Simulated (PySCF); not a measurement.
# Run report: C3H4ClOSi, EPR calculation

C3H4ClOSi, multiplicity 2, computed with UKS B3LYP, pcH-1 on C Cl H O Si, non-relativistic, mean-field spin-orbit, GIAO (PySCF 2.14.0).

It belongs to a series of runs on one base structure; here: H removed from acyl C.

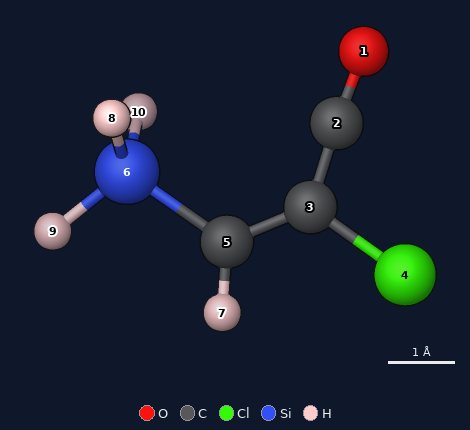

Figure 1. The structure as given in the input (ball-and-stick view, seen on its broad side; atoms are numbered from 1 in the order of the input).

**Input file**
```
{"job": {"kind": "epr", "basis": "pcH-1"}, "charge": 0, "multiplicity": 2}
O      1.595943     1.714671     1.660687
C      1.412409     0.855464     0.897485
C      1.277856    -0.143460     0.025867
Cl     2.896310    -0.781411    -0.333064
C      0.137299    -0.659299    -0.555645
Si    -1.566520    -0.001741    -0.190332
H      0.284088    -1.480072    -1.237402
H     -1.912388    -0.219885     1.219006
H     -2.496922    -0.720352    -1.056769
H     -1.619192     1.440739    -0.452360
```

The first line tells a small driver script what to run in PySCF; the rest is the geometry in Å.

Launch command:
```bash
OMP_NUM_THREADS=1 python <driver script> task.json out
```

**Output**
```
UKS, coarse grid
  cycle   1  E = -941.45415468  |g| = 5.56e-01
  cycle   2  E = -940.94884389  |g| = 1.28e+00
  cycle   3  E = -941.56325229  |g| = 1.58e-01
  cycle   4  E = -941.57022239  |g| = 1.08e-01
  cycle   5  E = -941.57618394  |g| = 1.54e-02
  cycle   6  E = -941.57633057  |g| = 5.06e-03
  cycle   7  E = -941.57636027  |g| = 2.43e-03
  cycle   8  E = -941.57636560  |g| = 1.35e-03
  cycle   9  E = -941.57636671  |g| = 2.91e-04
UKS, final grid
  cycle   1  E = -941.57636818  |g| = 4.09e-04
  cycle   2  E = -941.57636803  |g| = 7.61e-04
  cycle   3  E = -941.57636825  |g| = 1.38e-04
  cycle   4  E = -941.57636826  |g| = 2.55e-05
E = -941.57636826 Eh   <S^2> = 0.7622 (exact 0.7500)
g shifts (ppm)      1          2          3
  rmc          -173       -173       -173
  gc             38         -4         31
  oz_so       -2329        -59       2456
  total       -2464       -236       2315
hyperfine (MHz)  atom isotope    a_iso     a_fc   dipolar eigenvalues
    0   17O     -13.94     -14.16    -58.96     28.97     30.00
    1   13C      16.83      17.05    -29.48    -26.20     55.67
    2   13C     -41.68     -41.64    -10.03      2.10      7.93
    3  35Cl      -1.08      -1.11     -1.16      0.16      1.00
    4   13C      54.75      54.77    -53.61    -52.58    106.19
    5  29Si      29.93      29.97     -1.28     -0.97      2.24
    6    1H     -42.60     -42.63    -26.23      0.34     25.89
    7    1H      42.00      41.99     -2.08     -1.72      3.80
    8    1H      -0.72      -0.72     -2.68     -2.08      4.76
    9    1H      34.25      34.25     -2.23     -1.62      3.85
```

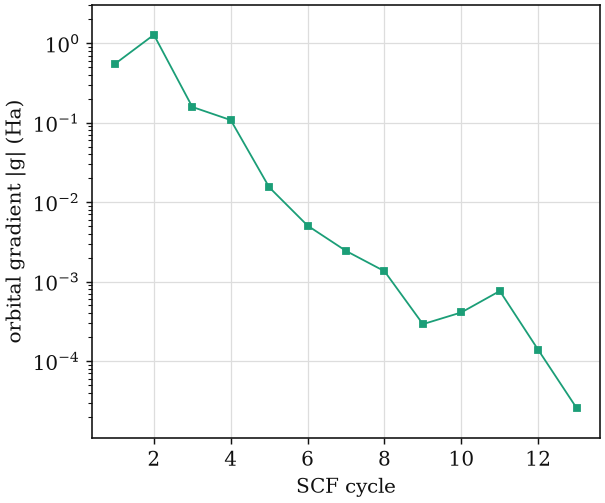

Figure 2. Convergence of the self-consistent field: orbital gradient |g| against the SCF cycle. All cycles printed in the log are drawn one after another.

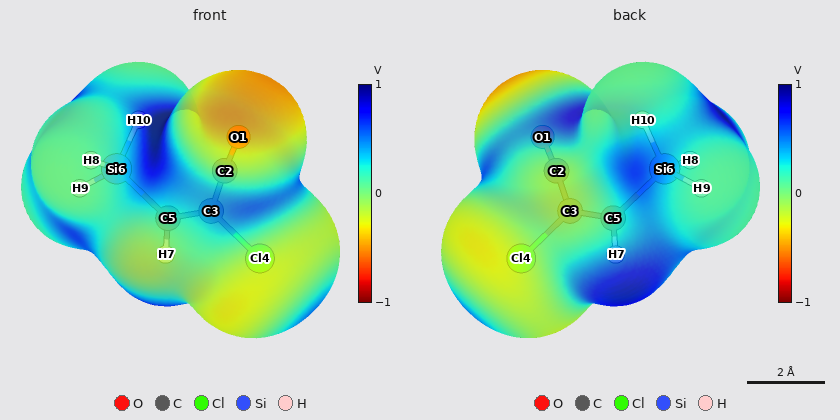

Figure 3. The electrostatic potential painted on the density surface at 0.001 e/bohr³, seen at a tilt and from behind; red is negative and blue positive.

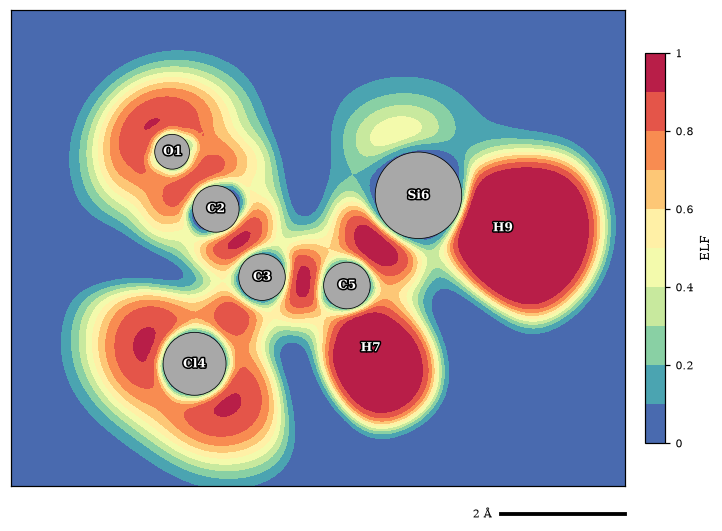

Figure 4. ELF on the plane of atoms C3, C5 and H7. Grey discs, where drawn, cover atomic cores. C–O (1.16 Å): the ELF peaks at about 0.85 between the atoms; a multiple bond by its length, whose ELF region spreads away from the axis. C–C (1.33 Å): the ELF peaks at about 0.90 between the atoms; a double or triple bond. C–Cl (1.78 Å): the ELF peaks at about 0.90 between the atoms, which marks a shared electron pair. C–Si (1.86 Å): the ELF peaks at about 0.95 between the atoms, which marks a covalent bond. C–H (1.08 Å): the ELF climbs to about 1 towards the hydrogen, as it does in any bond to H (a covalent bond by its length).

**Summary**

| quantity | value |
| --- | --- |
| outcome | converged |
| total energy | −941.576368 hartree |
| ⟨S²⟩ | 0.762 |
| isotropic g | 2.0022 |
| hardware | 1 CPU thread, shared host |
| wall time | 32 s |
| peak memory | 0.7 GiB |
